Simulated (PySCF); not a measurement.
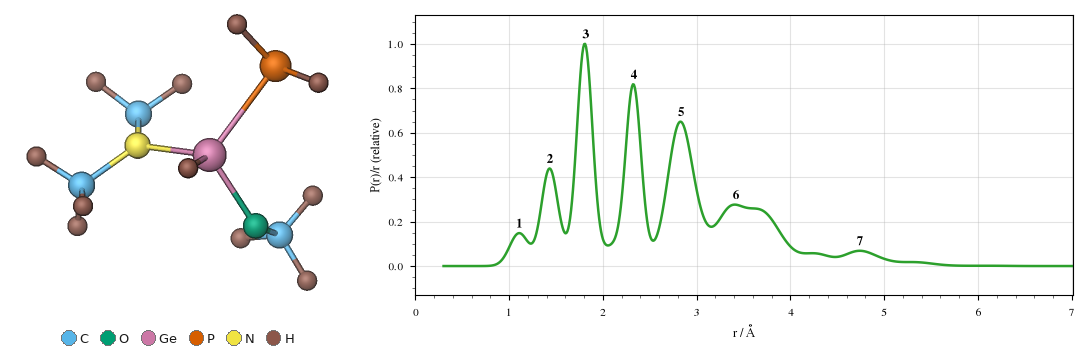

Simulated gas electron diffraction: radial distribution curve of C3H12GeNOP. Each pair of atoms contributes with weight ZᵢZⱼ/r; damping constant 0.002 Å²; vibrational amplitudes assumed, not computed: 0.05 Å for bonds, 0.078 Å for bonds to H, 0.06 + 0.015 r up to 0.15 Å for other pairs. The geometry is the end point of an optimisation (PySCF 2.14.0, density-fitted response routines, PBE0-D3(BJ)/def2-SVP geometry optimisation, gas phase); it may be a saddle point or a higher isomer.

Assign the numbered peaks of the radial distribution curve (– bonded, ··· not bonded).

Answer. Peak 1, 1.11 Å: C–H 1.10–1.11 Å (×9)
Peak 2, 1.43 Å: O–C 1.40 Å, P–H 1.43 Å (×2), N–C 1.44 Å (×2), Ge–H 1.53 Å, not resolved
Peak 3, 1.81 Å: Ge–O 1.79 Å, Ge–N 1.82 Å
Peak 4, 2.32 Å: Ge–P 2.32 Å
Peak 5, 2.83 Å: Ge···C 2.77–2.87 Å (×3), Ge···H 2.77–3.06 Å (×6), not resolved
Peak 6, 3.41 Å: P···O 3.33 Å, P···N 3.34 Å, Ge···H 3.45–3.71 Å (×5), P···C 3.55–3.71 Å (×2), not resolved; in its flanks O···C 3.71–3.86 Å
Peak 7, 4.74 Å: C···H 4.53–4.99 Å (×7), P···H 4.66–4.96 Å (×2), P···C 4.72 Å, O···H 4.77–4.89 Å (×2), not resolved
